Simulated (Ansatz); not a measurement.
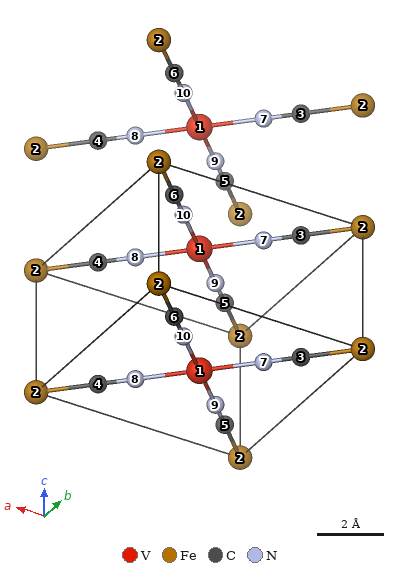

Solid VFeC$_{4}$N$_{4}$ (a generated structure, set up in P4/mmm) (coarse preliminary run), before the relaxation. The picture is a ball-and-stick view of the cell of the calculation, repeated 1 × 1 × 2 with one cell outlined, seen from a free direction.

Computed with DFT PBE, scalar-relativistic, plane waves, PAW (Ansatz).

The input:
```yaml
crystal:
  lattice:
    - [7.23440948, 0.0, 0.0]
    - [0.0, 7.23440948, 0.0]
    - [0.0, 0.0, 4.37334416]
  atoms:
    - { symbol: V, position: [0.5, 0.5, 0.0], spin: -2.0 }
    - { symbol: Fe, position: [0.0, 0.0, 0.0], spin: 4.0 }
    - { symbol: C, position: [0.1894243, 0.8105757, 0.0] }
    - { symbol: C, position: [0.8105757, 0.1894243, 0.0] }
    - { symbol: C, position: [0.1894243, 0.1894243, 0.0] }
    - { symbol: C, position: [0.8105757, 0.8105757, 0.0] }
    - { symbol: "N", position: [0.30378262, 0.69621738, 0.0] }
    - { symbol: "N", position: [0.69621738, 0.30378262, 0.0] }
    - { symbol: "N", position: [0.30378262, 0.30378262, 0.0] }
    - { symbol: "N", position: [0.69621738, 0.69621738, 0.0] }
basis:
  ecutwfc: 420
kpoints:
  mp_grid: { grid: [4, 4, 4] }
hamiltonian:
  xc: pbe
scf:
  occupations: { method: gaussian, width: 0.1 }
  lower_state_search: "off"
output:
  forces: true
  stress: true
  eigenvalues: true
  populations: true
magnetization:
  spin_polarized: true
relax:
  adjacent_minimum: "off"
  f_tol: 0.04
  max_steps: 70
  cell: { stress_tol: 0.4 }
```

Launched with:
```bash
ansatz run input.yaml --threads 1 --pin off --max-ram 2560MiB --backend cpu --events-out ev --progress --plain --runs-dir out
```

### What does the optimiser find from here?

The largest moves relative to the cell, 0.035 Å, are those of C3, C4, C5 and C6. C5 goes along [−1 −1 0]. By element the largest moves are C 0.035 Å, N 0.005 Å. V and Fe stay in place. The drawn cell changes as follows: a = b 7.234 → 7.114 Å (−1.7 %), c 4.373 → 4.328 Å (−1.0 %); the volume changes by −4.3 %. Some distances before and after: Fe2–C3 1.938 → 1.871 Å, V1–N10 2.008 → 1.979 Å, C3–N7 1.170 → 1.181 Å. The space group stays P4/mmm (No. 123). Over 3 accepted moves (4 points after the start) the energy falls by 16.0 meV per atom. The largest force component goes from 1.2 to 0.015 eV/Å. The pressure goes from −1.26 to −0.14 GPa. At 1 point the geometry stayed and the basis and grid were re-selected for the new cell (energy shift of 1.4 meV per atom at most each time).

Step by step:

```json
{"step": "0", "E − E(0), meV/atom": "0.00", "largest force component, eV/Å": "1.1517", "pressure, GPa": "-1.26", "volume, Å³/atom": "22.889", "note": ""}
{"step": "1", "E − E(0), meV/atom": "-11.84", "largest force component, eV/Å": "0.4867", "pressure, GPa": "-1.06", "volume, Å³/atom": "22.466", "note": ""}
{"step": "2", "E − E(0), meV/atom": "-17.28", "largest force component, eV/Å": "0.1114", "pressure, GPa": "0.44", "volume, Å³/atom": "21.820", "note": ""}
{"step": "3", "E − E(0), meV/atom": "-17.34", "largest force component, eV/Å": "0.0164", "pressure, GPa": "-0.04", "volume, Å³/atom": "21.901", "note": ""}
{"step": "4", "E − E(0), meV/atom": "-15.97", "largest force component, eV/Å": "0.0155", "pressure, GPa": "-0.14", "volume, Å³/atom": "21.901", "note": "same geometry, new basis"}
```

Final geometry:

```xyz
10
Lattice="7.1138 0.0000 0.0000 0.0000 7.1138 0.0000 0.0000 0.0000 4.3278" Properties=species:S:1:pos:R:3 pbc="T T T"
V     3.5569    3.5569    0.0000
Fe    0.0000    0.0000    0.0000
C     1.3229    5.7909    0.0000
C     5.7909    1.3229    0.0000
C     1.3229    1.3229    0.0000
C     5.7909    5.7909    0.0000
N     2.1578    4.9559    0.0000
N     4.9559    2.1578    0.0000
N     2.1578    2.1578    0.0000
N     4.9559    4.9559    0.0000
```

The end point in the same view:

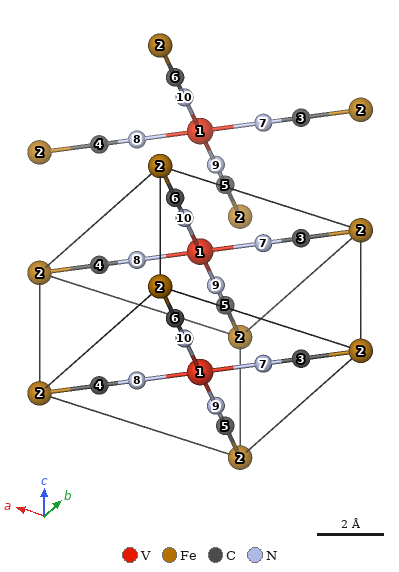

Limits of the set-up: layers or molecules are held without a dispersion correction, so their spacing is unreliable.
